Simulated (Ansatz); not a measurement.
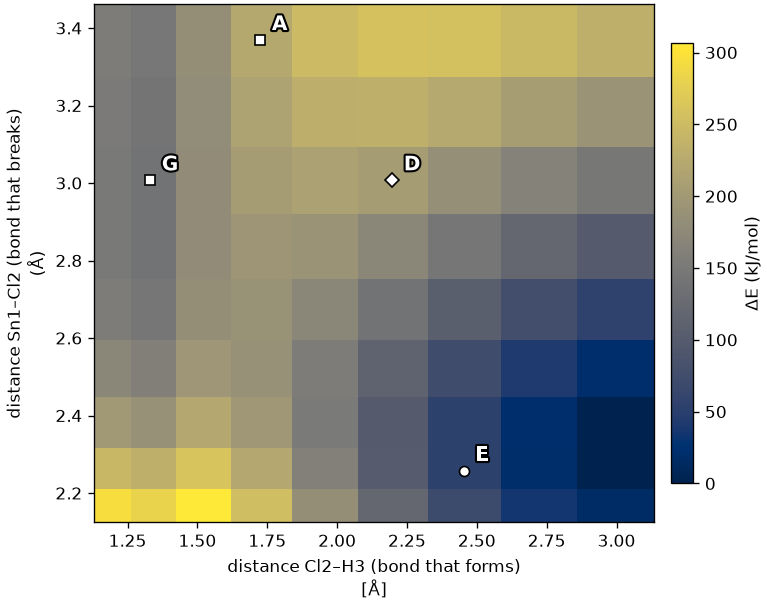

The reacting system ClH₃Sn (fragments ClH₃Sn where the first distance is long, H₂Sn + ClH where the second is long). 
- First axis: distance Cl2–H3 (bond that forms). Second axis: distance Sn1–Cl2 (bond that breaks).
- Relaxed at each point: all other coordinates.
- The grid has 9 × 9 points.
- Points are written as (first, second).
- Energies are in kJ/mol, from the lowest grid point.
- Energies and slopes of some neighbouring points disagree (a jump in structure or state, or too coarse a mesh). The reference is spin-restricted, so regions where a bond is pulled apart into radicals lie too high.
- Method: RKS PBE0-D4/def2-TZVP (Ansatz).

The picture shows one coloured cell a grid point, lettered points.

Question: Rank the lettered points by energy, lowest first.

Answer: E (53 kJ/mol), G (139 kJ/mol), D (204 kJ/mol), A (222 kJ/mol).
